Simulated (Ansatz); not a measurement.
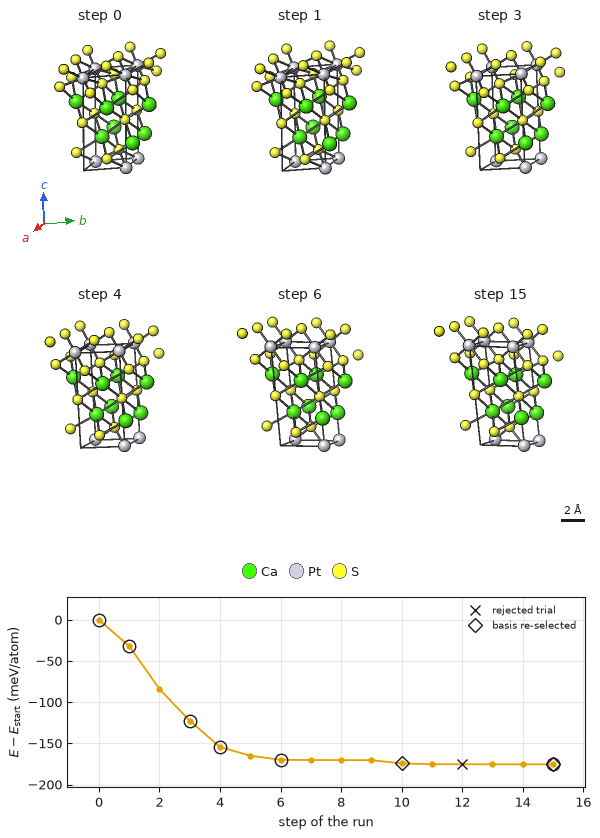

Frames of a relaxation of a crystal of Ca$_{2}$PtS$_{3}$ (built on the K2NaCl3-164 type type), marked on the history of the run. Style: ball-and-stick. Shown: the cell of the calculation, slightly off an axis.

Case: shaken.

These are results of DFT, PBEsol, plane waves, PAW in Ansatz, not measurements.

Input file:
```yaml
crystal:
  lattice:
    - [4.0511117242, 3.05793e-05, 0.0531460631]
    - [-2.0255293749, 3.4085422962, 0.0036307221]
    - [0.1132903052, 0.074345029, 8.6139488459]
  atoms:
    - { symbol: Ca, position: [0.3344223917, 0.6459594597, 0.688180292] }
    - { symbol: Ca, position: [0.6487162984, 0.3368189431, 0.3182049031] }
    - { symbol: Pt, position: [0.0019518887, -0.0019879374, -0.0051086123] }
    - { symbol: S, position: [0.3337335753, 0.6419583585, 0.1374602349] }
    - { symbol: S, position: [0.6520327536, 0.3492902445, 0.8897530017] }
    - { symbol: S, position: [-0.0148956696, -0.0294692686, 0.5146539891] }
kpoints:
  mp_grid: { grid: [6, 6, 2] }
hamiltonian:
  xc: pbesol
scf:
  occupations: { method: fermi_dirac, width: 0.05 }
relax:
  f_tol: 0.01
  cell: {}
  max_steps: 120
output:
  write_density: true
  write_potential: true
  elf: true
  volumetric_format: npy
```

Launched with:
```bash
ansatz run input.yaml --threads 2 --pin off --max-ram 2211MiB --backend cpu --events-out ev --progress --plain --runs-dir out
```

> Describe the path.

Over 12 accepted moves (15 points after the start) the energy falls by 175 meV per atom. Largest force component: 0.5 eV/Å at the start, 0.0059 eV/Å at the end. The pressure goes from 0.57 to −0.01 GPa. The line search rejected the trial step at point 12 of the run. At 2 points the geometry stayed and the basis and grid were re-selected for the new cell (energy shift of 4.0 meV per atom at most each time). The atom that moves furthest relative to the cell is S5 (1.10 Å along [−3 3 −1]). Largest moves by element: S 1.10 Å, Ca 0.59 Å, Pt 0.12 Å. Cell: a 4.051 → 4.193 Å (+3.5 %), b 3.965 → 4.193 Å (+5.7 %), c 8.615 → 9.427 Å (+9.4 %), α 89.9° → 103.3°, β 88.5° → 76.7°, γ 120.7° → 127.6°. Volume +6.7 %. Some distances before and after: Pt3–S5 2.617 → 4.202 Å, Pt3–S4 2.707 → 4.200 Å, Pt3–S4 (another image) 2.597 → 2.349 Å, Ca1–S5 2.986 → 2.789 Å. Bonds break, among them: Pt3–S4 (2.71 → 4.20 Å), Pt3–S5 (2.62 → 4.20 Å). Among the angles between lasting bonds that change: Ca1–S5–Pt3 81.9° → 113.5°, Ca2–S4–Pt3 174.7° → 144.1°, Ca2–S4–Pt3 84.5° → 113.5°. The space group (tolerance 0.01 Å) goes from P1 (No. 1) to C2/m (No. 12). Cost: 2.2 min on 2 threads of Arm Neoverse V1, with other jobs on the host, peak memory 0.46 GiB. From step 0 to 1: Ca1 moves most (0.20 Å), energy −31.8 meV per atom. From step 1 to 3: S atoms move most (0.37 Å), volume +2.9 %, energy −90.7 meV per atom. From step 3 to 4: S5 moves most (0.22 Å), volume +0.5 %, energy −31.8 meV per atom. From step 4 to 6: S atoms move most (0.39 Å), volume +2.8 %, energy −15.5 meV per atom. From step 6 to 15: S atoms move most (0.14 Å), volume +0.4 %, energy −5.5 meV per atom.
